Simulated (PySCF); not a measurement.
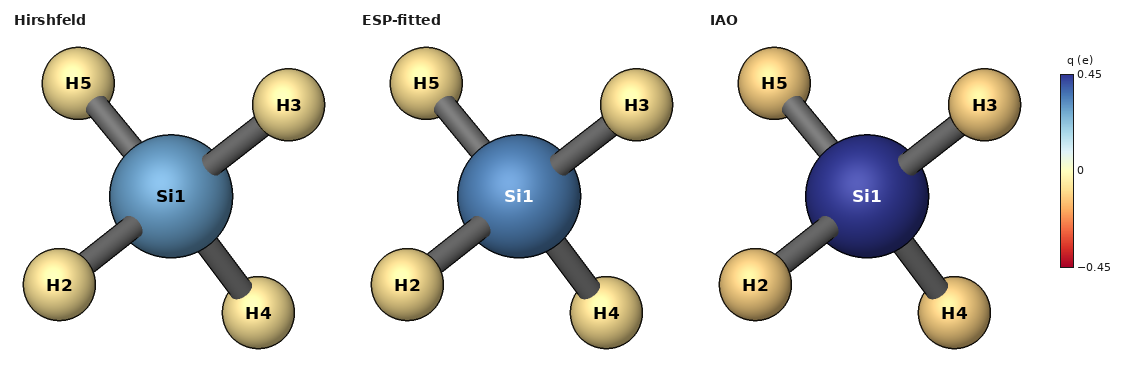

Atomic charges of one calculation by 3 schemes, on one colour scale. Computed geometry: GFN2-xTB optimisation. No frequency run is at hand to confirm it as a minimum. Computed with PBE0/pcSseg-1 (PySCF 2.14.0).

> Which scheme gives the most polar picture (largest mean size of the charges)?

The IAO charges are the largest in size here, and the Hirshfeld charges the smallest.

List the charges (e), one line for each set of equivalent atoms.

```tsv
atom	Hirshfeld	ESP-fitted	IAO
Si1	0.29	0.33	0.44
H2, H3, H4…	−0.07	−0.08	−0.11
```

The geometry is semi-empirical. Around Si such bond lengths and angles can be off by a tenth of an ångström or more and by several degrees, and values that hang on the shape move with them.
